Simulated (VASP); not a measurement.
Band structure of BN (zinc blende). Level of theory: PW91 GGA, VASP's PBE PAW potentials (set 64) (plane waves; VASP 6.6.1).

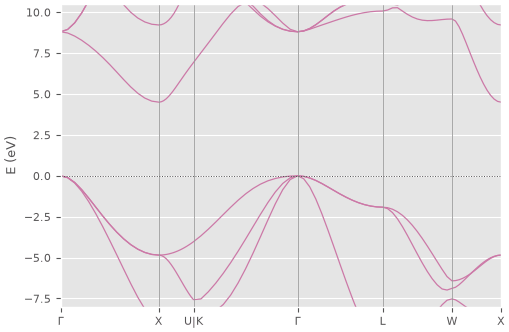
Bands along high-symmetry lines, zero at the valence-band maximum or, without a gap, the Fermi level

Q: Read the plot: is there a gap, and where are the band edges?

A: The gap is indirect, 4.50 eV, from the valence maximum at Γ to the conduction minimum at X. (Edges off the drawn lines would not show.)

Measured: gap 6.20 eV at 300 K (computed value off by -1.70 eV), as given by arXiv:1206.3780.

The compound is BN in the zinc blende structure. It was relaxed first.
